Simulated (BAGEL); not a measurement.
# HF/6-31G(d) (density fitting with cc-pvqz-jkfit, spherical functions) run of C2H9NSi (SMILES CN(C)[SiH3])

What is the energy change on altering one bond length of C2H9NSi at HF/6-31G* (density fitting with cc-pvqz-jkfit, spherical functions)? 

Program for the calculation: BAGEL 1.2.2.

### Step 1. The molecule

C2H9NSi: 13 atoms, total charge 0, spin state singlet. As SMILES, `CN(C)[SiH3]`. Geometry: relaxed at PBE0-D4/def2-TZVP.

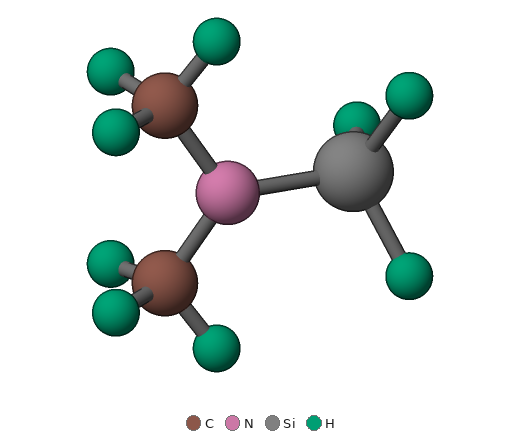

The structure, seen from a chosen angle (carbon brown, nitrogen pink, silicon grey, hydrogen teal).

### Step 2. A single-point energy at HF/6-31G(d) (density fitting with cc-pvqz-jkfit, spherical functions)

input.json reads:

```json
{ "bagel": [

{
  "title": "molecule",
  "basis": "6-31gs.json",
  "df_basis": "cc-pvqz-jkfit",
  "angstrom": true,
  "geometry": [
    { "atom": "C", "xyz": [      -0.853400,       1.051500,      -0.567400 ] },
    { "atom": "N", "xyz": [      -0.064300,       0.101400,       0.176900 ] },
    { "atom": "C", "xyz": [       1.257300,       0.576800,       0.503700 ] },
    { "atom": "Si", "xyz": [      -0.404400,      -1.580400,       0.101900 ] },
    { "atom": "H", "xyz": [      -0.416100,       1.292500,      -1.548500 ] },
    { "atom": "H", "xyz": [      -0.947500,       1.991500,      -0.009400 ] },
    { "atom": "H", "xyz": [      -1.860700,       0.663700,      -0.735400 ] },
    { "atom": "H", "xyz": [       1.197400,       1.509100,       1.079000 ] },
    { "atom": "H", "xyz": [       1.870100,       0.778300,      -0.388400 ] },
    { "atom": "H", "xyz": [       1.787100,      -0.156700,       1.115700 ] },
    { "atom": "H", "xyz": [       0.068700,      -2.275300,      -1.137100 ] },
    { "atom": "H", "xyz": [      -1.879700,      -1.752300,       0.167000 ] },
    { "atom": "H", "xyz": [       0.265600,      -2.234700,       1.256700 ] }
  ]
},

{
  "title": "hf"
},

{
  "title": "print",
  "file": "orbitals.molden",
  "orbitals": true
}

]}
```

The basis set 6-31G* is read from a file made from the Basis Set Exchange's data (not shown).

Command:

```bash
$ BAGEL_NUM_THREADS=1 BAGEL input.json > input.out
```

Standard output:

```text
* using 1 threads per process

  ===============================================================
  ===============================================================

  *** Geometry ***

  { "atom" : "C", "xyz" : [     -1.612692,      1.987047,     -1.072231 ] },
  { "atom" : "N", "xyz" : [     -0.121509,      0.191618,      0.334293 ] },
  { "atom" : "C", "xyz" : [      2.375953,      1.089994,      0.951855 ] },
  { "atom" : "Si", "xyz" : [     -0.764205,     -2.986523,      0.192563 ] },
  { "atom" : "H", "xyz" : [     -0.786315,      2.442471,     -2.926241 ] },
  { "atom" : "H", "xyz" : [     -1.790516,      3.763390,     -0.017763 ] },
  { "atom" : "H", "xyz" : [     -3.516213,      1.254211,     -1.389705 ] },
  { "atom" : "H", "xyz" : [      2.262758,      2.851786,      2.039014 ] },
  { "atom" : "H", "xyz" : [      3.533977,      1.470774,     -0.733970 ] },
  { "atom" : "H", "xyz" : [      3.377130,     -0.296120,      2.108367 ] },
  { "atom" : "H", "xyz" : [      0.129824,     -4.299694,     -2.148808 ] },
  { "atom" : "H", "xyz" : [     -3.552118,     -3.311367,      0.315584 ] },
  { "atom" : "H", "xyz" : [      0.501911,     -4.222971,      2.374819 ] },

  Number of auxiliary basis functions:      925

  Since a DF basis is specified, we compute 2- and 3-index integrals:
    o Being stored without compression. Storage requirement is 0.045 GB

  Number of basis functions:       78
  Number of electrons      :       42

    * METHOD: MOLECULE                             0.75

  *** RHF ***

  === Nuclear Repulsion ===
   180.6352916615

      * DIIS with orbital gradients will be used.

  === RHF iteration (6-31gs.json) ===
      0       -424.17711333          0.01777748           0.15
      1       -424.29037899          0.00988579           0.11
      2       -424.33033442          0.00195131           0.11
      3       -424.33234334          0.00027366           0.11
      4       -424.33238370          0.00006793           0.11
      5       -424.33238692          0.00001117           0.11
      6       -424.33238707          0.00000321           0.11
      7       -424.33238709          0.00000123           0.11
      8       -424.33238709          0.00000022           0.11
      9       -424.33238709          0.00000006           0.15
     10       -424.33238709          0.00000002           0.11
     11       -424.33238709          0.00000001           0.10
    * SCF iteration converged.

    * Permanent dipole moment:
           (   -0.132733,    -0.331732,     0.114752) a.u.

    * METHOD: HF                                   1.63

    * METHOD: PRINT                                0.01

  ===============================================================
```

It took 2.7 s on 1 thread of Intel Xeon 6975P-C (Granite Rapids), shared host; peak memory 0.18 GiB.

### Step 3. The distorted shape at the same level

job.json reads:

```json
{ "bagel" : [

{
  "title" : "molecule",
  "basis" : "6-31gs.json",
  "df_basis" : "cc-pvqz-jkfit",
  "angstrom" : true,
  "geometry" : [
    { "atom" : "C", "xyz" : [      -1.159777,       0.950758,      -0.121384 ] },
    { "atom" : "N", "xyz" : [      -0.370677,       0.000658,       0.622916 ] },
    { "atom" : "C", "xyz" : [       0.950923,       0.476058,       0.949716 ] },
    { "atom" : "Si", "xyz" : [      -0.710777,      -1.681142,       0.547916 ] },
    { "atom" : "H", "xyz" : [      -0.722477,       1.191758,      -1.102484 ] },
    { "atom" : "H", "xyz" : [      -1.253877,       1.890758,       0.436616 ] },
    { "atom" : "H", "xyz" : [      -2.167077,       0.562958,      -0.289384 ] },
    { "atom" : "H", "xyz" : [       0.891023,       1.408358,       1.525016 ] },
    { "atom" : "H", "xyz" : [       1.870100,       0.778300,      -0.388400 ] },
    { "atom" : "H", "xyz" : [       1.480723,      -0.257442,       1.561716 ] },
    { "atom" : "H", "xyz" : [      -0.237677,      -2.376042,      -0.691084 ] },
    { "atom" : "H", "xyz" : [      -2.186077,      -1.853042,       0.613016 ] },
    { "atom" : "H", "xyz" : [      -0.040777,      -2.335442,       1.702716 ] }
  ]
},

{
  "title" : "hf"
},

{
  "title" : "print",
  "file" : "orbitals.molden",
  "orbitals" : true
}

]}
```

The basis set 6-31G* is read from a file made from the Basis Set Exchange's data (not shown).

Command:

```bash
$ BAGEL_NUM_THREADS=1 BAGEL job.json > job.out
```

Standard output:

```text
* using 1 threads per process

  ===============================================================
  ===============================================================

  *** Geometry ***

  { "atom" : "C", "xyz" : [     -2.191661,      1.796672,     -0.229383 ] },
  { "atom" : "N", "xyz" : [     -0.700478,      0.001243,      1.177141 ] },
  { "atom" : "C", "xyz" : [      1.796984,      0.899619,      1.794703 ] },
  { "atom" : "Si", "xyz" : [     -1.343174,     -3.176898,      1.035411 ] },
  { "atom" : "H", "xyz" : [     -1.365284,      2.252096,     -2.083393 ] },
  { "atom" : "H", "xyz" : [     -2.369484,      3.573015,      0.825085 ] },
  { "atom" : "H", "xyz" : [     -4.095182,      1.063836,     -0.546857 ] },
  { "atom" : "H", "xyz" : [      1.683789,      2.661411,      2.881863 ] },
  { "atom" : "H", "xyz" : [      3.533977,      1.470774,     -0.733970 ] },
  { "atom" : "H", "xyz" : [      2.798161,     -0.486495,      2.951216 ] },
  { "atom" : "H", "xyz" : [     -0.449144,     -4.490069,     -1.305959 ] },
  { "atom" : "H", "xyz" : [     -4.131087,     -3.501742,      1.158432 ] },
  { "atom" : "H", "xyz" : [     -0.077057,     -4.413346,      3.217667 ] },

  Number of auxiliary basis functions:      925

  Since a DF basis is specified, we compute 2- and 3-index integrals:
    o Being stored without compression. Storage requirement is 0.045 GB

  Number of basis functions:       78
  Number of electrons      :       42

    * METHOD: MOLECULE                             0.96

  *** RHF ***

  === Nuclear Repulsion ===
   178.8374859531

      * DIIS with orbital gradients will be used.

  === RHF iteration (6-31gs.json) ===
      0       -424.09916763          0.01748583           0.11
      1       -424.20725206          0.01019184           0.11
      2       -424.25054393          0.00204231           0.11
      3       -424.25289891          0.00029637           0.11
      4       -424.25295492          0.00010039           0.11
      5       -424.25296379          0.00002107           0.11
      6       -424.25296441          0.00000641           0.11
      7       -424.25296445          0.00000244           0.12
      8       -424.25296445          0.00000058           0.11
      9       -424.25296445          0.00000025           0.11
     10       -424.25296445          0.00000006           0.11
     11       -424.25296445          0.00000002           0.11
     12       -424.25296445          0.00000001           0.11
    * SCF iteration converged.

    * Permanent dipole moment:
           (    0.233868,    -0.187919,    -0.171025) a.u.

    * METHOD: HF                                   1.68

    * METHOD: PRINT                                0.01

  ===============================================================
```

Run time: 3 s. Hardware: 1 thread of Intel Xeon 6975P-C (Granite Rapids), shared host; peak memory 0.18 GiB.

### Step 4. Outcome

At HF/6-31G* (density fitting with cc-pvqz-jkfit, spherical functions):

| quantity | value |
| --- | --- |
| first shape: total energy | -424.33239 Eh |
| first shape: dipole moment | 0.95 D |
| first shape: HOMO energy | -9.53 eV |
| first shape: LUMO energy | 4.29 eV |
| first shape: HOMO–LUMO gap | 13.81 eV |
| distorted shape: total energy | -424.25296 Eh |
| distorted shape: dipole moment | 0.88 D |
| distorted shape: HOMO energy | -9.30 eV |
| distorted shape: LUMO energy | 4.02 eV |
| distorted shape: HOMO–LUMO gap | 13.32 eV |
| energy change with the C3–H9 bond stretched from 1.101 to 1.651 Å | 2.161 eV |

What this shows: With the C3–H9 bond stretched from 1.101 to 1.651 Å the energy rises by 2.16 eV (209 kJ/mol). The first shape isn't relaxed at this level, so the change isn't measured from a minimum.
